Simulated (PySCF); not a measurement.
# Geometry relaxation, with input and output: C$_{3}$H$_{5}$Cl (charge +1) (part 2 of 3)

The same run, continued: C$_{3}$H$_{5}$Cl, charge +1, multiplicity 2; HF/6-31G*, UHF (PySCF 2.14.0). The atoms were displaced at random from an optimised geometry. The geometry is that of the parent species in another charge or spin state.

Geometry of the input (Å):
```
C  -0.3328  1.2833  -0.4753
C  0.3762  0.1835  -0.3761
C  0.0944  -0.8881  0.6070
Cl -0.3730  -2.4162  -0.2118
H  -0.0541  2.0867  -1.1648
H  -1.1066  1.5162  0.2140
H  1.1652  -0.0365  -1.0365
H  -0.7302  -0.6004  1.2367
H  0.9580  -1.1591  1.2149
```

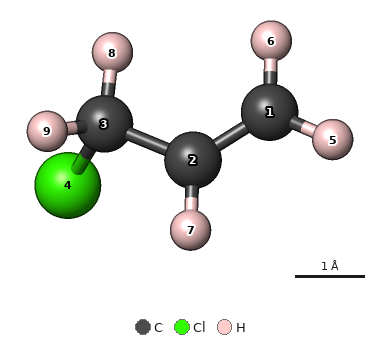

The structure as given in the input (ball-and-stick view, seen at a tilt; atoms are numbered from 1 in the order of the input).

The program's output, continued
```
--------------- SecondOrderUHF_Scanner gradients ---------------
         x                y                z
0 C     0.0015439439     0.0003339274     0.0019914806
1 C     0.0007808132     0.0004406369    -0.0007975101
2 C    -0.0008749681    -0.0000647259    -0.0007807332
3 Cl     0.0004521896    -0.0000419500     0.0005112407
4 H    -0.0006678410    -0.0001111800    -0.0002841884
5 H    -0.0003104085    -0.0002094715    -0.0004378142
6 H    -0.0004913089    -0.0005252498    -0.0005029192
7 H    -0.0004053450    -0.0003044567    -0.0000192230
8 H    -0.0000270751     0.0004824696     0.0003196667
----------------------------------------------
cycle 7: E = -575.651661454  dE = -0.000110569  norm(grad) = 0.00346155
Step    6 : Displace = 2.391e-02/4.190e-02 (rms/max) Trust = 2.342e-02 (+) Grad = 1.154e-03/2.542e-03 (rms/max) E (change) = -575.6516614536 (-1.106e-04) Quality = 1.266
Hessian Eigenvalues: 2.61015e-03 2.29922e-02 2.51460e-02 ... 4.44744e-01 6.27608e-01 7.03769e-01

Geometry optimization cycle 8
Cartesian coordinates (Angstrom)
 Atom        New coordinates             dX        dY        dZ
   C  -0.347913   1.312110  -0.487531   -0.007810 -0.010951 -0.008554
   C   0.418993   0.146643  -0.325213    0.011828  0.004057  0.009759
   C   0.116088  -0.902279   0.682232    0.009862  0.005158  0.009778
  Cl  -0.486959  -2.238667  -0.334151   -0.038691  0.041124 -0.015460
   H  -0.080874   2.048874  -1.222818   -0.010394 -0.007745 -0.006002
   H  -1.225294   1.483287   0.110530   -0.021540 -0.024624 -0.024022
   H   1.243957  -0.032321  -0.994389    0.023452  0.011312  0.021604
   H  -0.649873  -0.619069   1.385668    0.024375  0.010018  0.023717
   H   1.008978  -1.229343   1.193747    0.008918 -0.028348 -0.010820
converged SCF energy = -575.651851883742  <S^2> = 0.7561303  2S+1 = 2.0061209
--------------- SecondOrderUHF_Scanner gradients ---------------
         x                y                z
0 C     0.0015257611     0.0005082164     0.0018692369
1 C     0.0010830067     0.0001802150    -0.0010425997
2 C    -0.0008569157     0.0001233591    -0.0002804617
3 Cl     0.0004754984    -0.0000945258     0.0003756536
4 H    -0.0008740459    -0.0000465915    -0.0001126322
5 H    -0.0004037142    -0.0000582815    -0.0004446374
6 H    -0.0003282099    -0.0006838319    -0.0006250731
7 H    -0.0004508723    -0.0004361106     0.0000325603
8 H    -0.0001705082     0.0005075507     0.0002279533
----------------------------------------------
cycle 8: E = -575.651851884  dE = -0.00019043  norm(grad) = 0.00352408
Step    7 : Displace = 3.232e-02/5.911e-02 (rms/max) Trust = 3.312e-02 (+) Grad = 1.175e-03/2.466e-03 (rms/max) E (change) = -575.6518518837 (-1.904e-04) Quality = 1.250
Hessian Eigenvalues: 6.25926e-05 2.30875e-02 2.50814e-02 ... 4.76767e-01 6.15478e-01 9.45901e-01

Geometry optimization cycle 9
Cartesian coordinates (Angstrom)
 Atom        New coordinates             dX        dY        dZ
   C  -0.362653   1.294901  -0.503286   -0.014739 -0.017209 -0.015754
   C   0.430554   0.151809  -0.308689    0.011560  0.005166  0.016524
   C   0.132073  -0.897167   0.698292    0.015985  0.005111  0.016060
  Cl  -0.540345  -2.173711  -0.358532   -0.053386  0.064956 -0.024381
   H  -0.089371   2.034381  -1.233273   -0.008497 -0.014493 -0.010455
   H  -1.256272   1.453166   0.074205   -0.030978 -0.030121 -0.036325
   H   1.272721  -0.013079  -0.960060    0.028764  0.019242  0.034329
   H  -0.612366  -0.609934   1.422247    0.037507  0.009135  0.036579
   H   1.022762  -1.271130   1.177169    0.013785 -0.041787 -0.016577
converged SCF energy = -575.652145138142  <S^2> = 0.75689872  2S+1 = 2.0068869
--------------- SecondOrderUHF_Scanner gradients ---------------
         x                y                z
0 C     0.0006111058     0.0008569888     0.0002584898
1 C     0.0004491420    -0.0003800035    -0.0004606328
2 C     0.0003288798    -0.0003714791     0.0006894128
3 Cl     0.0003250138    -0.0000548929    -0.0001080630
4 H    -0.0005404713     0.0001542283     0.0002609894
5 H    -0.0002633600     0.0002362303    -0.0000691590
6 H    -0.0001343063    -0.0006514436    -0.0006845336
7 H    -0.0003445362    -0.0003390254    -0.0001706885
8 H    -0.0004314674     0.0005493970     0.0002841850
----------------------------------------------
cycle 9: E = -575.652145138  dE = -0.000293254  norm(grad) = 0.00219802
Step    8 : Displace = 4.759e-02/8.822e-02 (rms/max) Trust = 4.685e-02 (+) Grad = 7.327e-04/1.084e-03 (rms/max) E (change) = -575.6521451381 (-2.933e-04) Quality = 0.954
Hessian Eigenvalues: 2.45529e-04 2.26798e-02 2.44346e-02 ... 4.75555e-01 5.31245e-01 8.51333e-01

Geometry optimization cycle 10
Cartesian coordinates (Angstrom)
 Atom        New coordinates             dX        dY        dZ
   C  -0.374106   1.270638  -0.516424   -0.011454 -0.024263 -0.013138
   C   0.456183   0.161735  -0.289944    0.025629  0.009926  0.018745
   C   0.150418  -0.886679   0.713293    0.018345  0.010488  0.015001
  Cl  -0.617367  -2.083925  -0.378581   -0.077022  0.089785 -0.020049
   H  -0.112232   2.015724  -1.244747   -0.022861 -0.018657 -0.011475
   H  -1.293721   1.392126   0.027960   -0.037449 -0.061040 -0.046245
   H   1.319437   0.015303  -0.917323    0.046716  0.028382  0.042737
   H  -0.562906  -0.589875   1.464090    0.049460  0.020059  0.041843
   H   1.031398  -1.325811   1.149749    0.008635 -0.054681 -0.027420
converged SCF energy = -575.652354676203  <S^2> = 0.75798459  2S+1 = 2.0079687
--------------- SecondOrderUHF_Scanner gradients ---------------
         x                y                z
0 C     0.0006578336     0.0003895918     0.0010298653
1 C     0.0012154246     0.0000489972    -0.0010446095
2 C     0.0005954230     0.0002054417     0.0010922217
3 Cl     0.0000309742     0.0001773755    -0.0001990333
4 H    -0.0009011776     0.0001147625     0.0000869879
5 H    -0.0004080093     0.0000931816    -0.0004386613
6 H    -0.0000825980    -0.0008289070    -0.0004984300
7 H    -0.0004934475    -0.0004991688    -0.0001140867
8 H    -0.0006144231     0.0002987255     0.0000857461
----------------------------------------------
cycle 10: E = -575.652354676  dE = -0.000209538  norm(grad) = 0.00300005
Step    9 : Displace = 6.544e-02/1.209e-01 (rms/max) Trust = 6.625e-02 (+) Grad = 1.000e-03/1.603e-03 (rms/max) E (change) = -575.6523546762 (-2.095e-04) Quality = 0.692
Hessian Eigenvalues: 2.86548e-03 2.17566e-02 2.46152e-02 ... 4.47429e-01 5.42667e-01 7.32185e-01

Geometry optimization cycle 11
Cartesian coordinates (Angstrom)
 Atom        New coordinates             dX        dY        dZ
   C  -0.391344   1.254692  -0.534429   -0.017238 -0.015946 -0.018005
   C   0.451933   0.163890  -0.275350   -0.004250  0.002155  0.014593
   C   0.160707  -0.886696   0.724695    0.010290 -0.000016  0.011402
  Cl  -0.653490  -2.036742  -0.391719   -0.036124  0.047184 -0.013139
   H  -0.100471   1.998965  -1.252740    0.011761 -0.016759 -0.007992
   H  -1.317425   1.380653  -0.002711   -0.023704 -0.011473 -0.030671
   H   1.333472   0.042800  -0.881622    0.014035  0.027497  0.035701
   H  -0.530429  -0.593529   1.496782    0.032477 -0.003654  0.032692
   H   1.044152  -1.354798   1.125168    0.012754 -0.028987 -0.024581
converged SCF energy = -575.652321641619  <S^2> = 0.75890975  2S+1 = 2.00889
--------------- SecondOrderUHF_Scanner gradients ---------------
         x                y                z
0 C    -0.0014822225    -0.0007400403    -0.0021088307
1 C    -0.0014074900    -0.0010691238     0.0005265641
2 C     0.0016841307     0.0006705663     0.0015586477
3 Cl    -0.0002506550     0.0003277077    -0.0010767784
4 H     0.0010305967     0.0002170439     0.0005658026
5 H     0.0003765589     0.0003914770     0.0006592398
6 H    -0.0000229452     0.0003292044     0.0000398960
7 H     0.0000297788     0.0000242406    -0.0002191560
8 H     0.0000422475    -0.0001510757     0.0000546149
----------------------------------------------
cycle 11: E = -575.652321642  dE = 3.30346e-05  norm(grad) = 0.00447043
Step   10 : Displace = 3.820e-02/6.123e-02 (rms/max) Trust = 6.625e-02 (=) Grad = 1.490e-03/2.682e-03 (rms/max) E (change) = -575.6523216416 (+3.303e-05) Quality = -0.361
Hessian Eigenvalues: 3.77872e-03 2.25314e-02 2.50150e-02 ... 4.46530e-01 5.54301e-01 7.23989e-01

Geometry optimization cycle 12
Cartesian coordinates (Angstrom)
 Atom        New coordinates             dX        dY        dZ
   C  -0.381200   1.264870  -0.524381    0.010144  0.010178  0.010048
   C   0.454614   0.163830  -0.283377    0.002681 -0.000061 -0.008026
   C   0.153390  -0.887443   0.716353   -0.007317 -0.000747 -0.008343
  Cl  -0.637461  -2.068319  -0.379928    0.016029 -0.031577  0.011791
   H  -0.107521   2.009940  -1.248403   -0.007049  0.010975  0.004337
   H  -1.305745   1.386052   0.011512    0.011680  0.005398  0.014223
   H   1.329532   0.031733  -0.897488   -0.003939 -0.011068 -0.015866
   H  -0.545876  -0.591468   1.480418   -0.015447  0.002061 -0.016364
   H   1.037371  -1.339958   1.133368   -0.006781  0.014840  0.008200
converged SCF energy = -575.652412408432  <S^2> = 0.75823219  2S+1 = 2.0082153
--------------- SecondOrderUHF_Scanner gradients ---------------
         x                y                z
0 C     0.0001856970     0.0000090289    -0.0000977830
1 C    -0.0000762237    -0.0004469270    -0.0004538466
2 C     0.0004690463     0.0008379667     0.0011321562
3 Cl    -0.0000593013    -0.0001714833    -0.0005238776
4 H    -0.0002325296     0.0001005590     0.0002198165
5 H    -0.0001172217     0.0001911933    -0.0000415439
6 H     0.0001331219    -0.0002067006    -0.0001400476
7 H    -0.0001244513    -0.0002809644     0.0000117433
8 H    -0.0001781376    -0.0000326727    -0.0001066173
----------------------------------------------
cycle 12: E = -575.652412408  dE = -9.07668e-05  norm(grad) = 0.00183039
Step   11 : Displace = 2.024e-02/3.730e-02 (rms/max) Trust = 1.910e-02 (-) Grad = 6.101e-04/1.485e-03 (rms/max) E (change) = -575.6524124084 (-9.077e-05) Quality = 1.020
Hessian Eigenvalues: 4.00032e-03 2.26328e-02 2.49806e-02 ... 4.58126e-01 5.67982e-01 7.32103e-01

Geometry optimization cycle 13
Cartesian coordinates (Angstrom)
 Atom        New coordinates             dX        dY        dZ
   C  -0.381428   1.264281  -0.524491   -0.000228 -0.000590 -0.000110
   C   0.456400   0.164919  -0.282741    0.001785  0.001090  0.000635
   C   0.153615  -0.887978   0.715086    0.000225 -0.000536 -0.001266
  Cl  -0.642270  -2.067695  -0.377611   -0.004809  0.000624  0.002317
   H  -0.108808   2.009712  -1.248610   -0.001287 -0.000228 -0.000207
   H  -1.307153   1.382515   0.009977   -0.001409 -0.003536 -0.001535
   H   1.332744   0.035158  -0.895232    0.003211  0.003426  0.002256
   H  -0.543286  -0.589722   1.480454    0.002590  0.001746  0.000036
   H   1.037291  -1.341954   1.131242   -0.000080 -0.001995 -0.002126
converged SCF energy = -575.652420174511  <S^2> = 0.75815841  2S+1 = 2.0081418
--------------- SecondOrderUHF_Scanner gradients ---------------
         x                y                z
0 C     0.0001239300     0.0000490889     0.0000123095
1 C     0.0000671876    -0.0003189847    -0.0003147283
2 C     0.0003804694     0.0006346435     0.0007850214
3 Cl    -0.0000867666    -0.0001463642    -0.0003598686
4 H    -0.0002180097     0.0000653997     0.0001394216
5 H    -0.0001053927     0.0001198993    -0.0000494168
6 H     0.0001034862    -0.0001875427    -0.0000964315
7 H    -0.0001067130    -0.0001995946    -0.0000373480
8 H    -0.0001581911    -0.0000165451    -0.0000789592
----------------------------------------------
cycle 13: E = -575.652420175  dE = -7.76608e-06  norm(grad) = 0.00133566
Step   12 : Displace = 3.323e-03/5.388e-03 (rms/max) Trust = 2.701e-02 (+) Grad = 4.452e-04/1.079e-03 (rms/max) E (change) = -575.6524201745 (-7.766e-06) Quality = 1.621
Hessian Eigenvalues: 3.87952e-03 2.09677e-02 2.52478e-02 ... 4.22242e-01 5.69225e-01 6.91406e-01

Geometry optimization cycle 14
Cartesian coordinates (Angstrom)
 Atom        New coordinates             dX        dY        dZ
   C  -0.382242   1.264544  -0.525106   -0.000814  0.000263 -0.000615
   C   0.456793   0.166573  -0.281663    0.000393  0.001654  0.001078
   C   0.152843  -0.890369   0.712278   -0.000772 -0.002391 -0.002808
  Cl  -0.647709  -2.071463  -0.372331   -0.005439 -0.003769  0.005280
   H  -0.107441   2.009661  -1.248942    0.001367 -0.000051 -0.000332
   H  -1.309077   1.381067   0.007615   -0.001924 -0.001448 -0.002362
   H   1.335657   0.042096  -0.891367    0.002913  0.006938  0.003865
   H  -0.539721  -0.589372   1.480698    0.003566  0.000350  0.000244
   H   1.038001  -1.343501   1.126892    0.000711 -0.001547 -0.004350
converged SCF energy = -575.65242715793  <S^2> = 0.75795665  2S+1 = 2.0079409
--------------- SecondOrderUHF_Scanner gradients ---------------
         x                y                z
0 C    -0.0000438922     0.0000478672    -0.0000296674
1 C     0.0000359956    -0.0000555124     0.0000454695
2 C     0.0000043127     0.0000803917     0.0000043024
3 Cl    -0.0000136140    -0.0000630983     0.0000003085
4 H     0.0000195902    -0.0000042757    -0.0000053171
5 H     0.0000199464    -0.0000054230     0.0000275351
6 H    -0.0000056282     0.0000232403    -0.0000097364
7 H    -0.0000213143    -0.0000151388    -0.0000161685
8 H     0.0000046039    -0.0000080510    -0.0000167261
----------------------------------------------
cycle 14: E = -575.652427158  dE = -6.98342e-06  norm(grad) = 0.000160632
Step   13 : Displace = 4.825e-03/8.560e-03 (rms/max) Trust = 3.820e-02 (+) Grad = 5.354e-05/8.062e-05 (rms/max) E (change) = -575.6524271579 (-6.983e-06) Quality = 0.973
Hessian Eigenvalues: 3.55873e-03 2.17526e-02 2.52373e-02 ... 4.23813e-01 5.69247e-01 6.89654e-01

Geometry optimization cycle 15
Cartesian coordinates (Angstrom)
 Atom        New coordinates             dX        dY        dZ
   C  -0.382543   1.263706  -0.525519   -0.000302 -0.000838 -0.000412
   C   0.457624   0.166938  -0.280955    0.000831  0.000365  0.000708
   C   0.153471  -0.890146   0.712781    0.000628  0.000223  0.000503
  Cl  -0.650502  -2.067919  -0.372940   -0.002792  0.003545 -0.000609
   H  -0.108204   2.009102  -1.249221   -0.000763 -0.000559 -0.000279
   H  -1.310530   1.378689   0.005541   -0.001453 -0.002378 -0.002074
   H   1.337214   0.043074  -0.889739    0.001557  0.000978  0.001628
   H  -0.537647  -0.588757   1.482357    0.002074  0.000615  0.001659
   H   1.038221  -1.345451   1.125768    0.000220 -0.001951 -0.001125
converged SCF energy = -575.652427354321  <S^2> = 0.75799447  2S+1 = 2.0079786
--------------- SecondOrderUHF_Scanner gradients ---------------
         x                y                z
0 C     0.0000151657     0.0000318549     0.0000147282
1 C     0.0000111143    -0.0000250565     0.0000046553
2 C     0.0000080293     0.0000168286     0.0000091000
3 Cl    -0.0000033284    -0.0000022887    -0.0000028269
4 H    -0.0000199625    -0.0000083401    -0.0000114813
5 H    -0.0000030679    -0.0000071390    -0.0000056412
6 H     0.0000035634     0.0000021586     0.0000036192
7 H    -0.0000046211    -0.0000022380    -0.0000015651
8 H    -0.0000068927    -0.0000057797    -0.0000105883
----------------------------------------------
cycle 15: E = -575.652427354  dE = -1.96392e-07  norm(grad) = 6.02814e-05
Step   14 : Displace = 2.479e-03/4.568e-03 (rms/max) Trust = 5.403e-02 (+) Grad = 2.009e-05/3.823e-05 (rms/max) E (change) = -575.6524273543 (-1.964e-07) Quality = 0.780
Hessian Eigenvalues: 4.28812e-03 2.08628e-02 2.53550e-02 ... 4.27761e-01 5.70761e-01 6.88494e-01

Geometry optimization cycle 16
Cartesian coordinates (Angstrom)
 Atom        New coordinates             dX        dY        dZ
   C  -0.382544   1.263819  -0.525477   -0.000001  0.000113  0.000041
   C   0.457392   0.166830  -0.281133   -0.000232 -0.000108 -0.000178
   C   0.153374  -0.890212   0.712698   -0.000097 -0.000066 -0.000083
  Cl  -0.649959  -2.068559  -0.372832    0.000543 -0.000641  0.000108
   H  -0.107881   2.009301  -1.248975    0.000323  0.000199  0.000246
   H  -1.310367   1.379131   0.005798    0.000164  0.000443  0.000257
   H   1.336825   0.042813  -0.890111   -0.000389 -0.000261 -0.000372
   H  -0.537975  -0.588863   1.482079   -0.000328 -0.000105 -0.000279
   H   1.038238  -1.345024   1.126026    0.000017  0.000427  0.000259
converged SCF energy = -575.652427378601  <S^2> = 0.75799164  2S+1 = 2.0079757
--------------- SecondOrderUHF_Scanner gradients ---------------
         x                y                z
0 C    -0.0000055687     0.0000110800     0.0000007625
1 C     0.0000040264    -0.0000126350     0.0000037390
2 C     0.0000063196     0.0000084778     0.0000018475
3 Cl    -0.0000039875    -0.0000045724    -0.0000042980
4 H    -0.0000031217    -0.0000038828    -0.0000037244
5 H     0.0000017011     0.0000010164     0.0000022399
6 H     0.0000025313     0.0000018666     0.0000030837
7 H    -0.0000016624     0.0000002710    -0.0000030520
8 H    -0.0000002381    -0.0000016216    -0.0000005980
----------------------------------------------
cycle 16: E = -575.652427379  dE = -2.428e-08  norm(grad) = 2.44321e-05
Step   15 : Displace = 4.882e-04/8.512e-04 (rms/max) Trust = 7.641e-02 (+) Grad = 8.144e-06/1.378e-05 (rms/max) E (change) = -575.6524273786 (-2.428e-08) Quality = 1.154
Hessian Eigenvalues: 4.28812e-03 2.08628e-02 2.53550e-02 ... 4.27761e-01 5.70761e-01 6.88494e-01
Converged! =D

converged: True
C          -0.38254410        1.26381869       -0.52547729
C           0.45739159        0.16683021       -0.28113253
C           0.15337447       -0.89021210        0.71269829
Cl         -0.64995901       -2.06855943       -0.37283186
H          -0.10788059        2.00930091       -1.24897542
H          -1.31036673        1.37913141        0.00579776
H           1.33682479        0.04281325       -0.89011098
H          -0.53797492       -0.58886269        1.48207857
H           1.03823849       -1.34502425        1.12602646

WARN: HOMO -0.240413348627707 >= LUMO -0.240413348627707
```
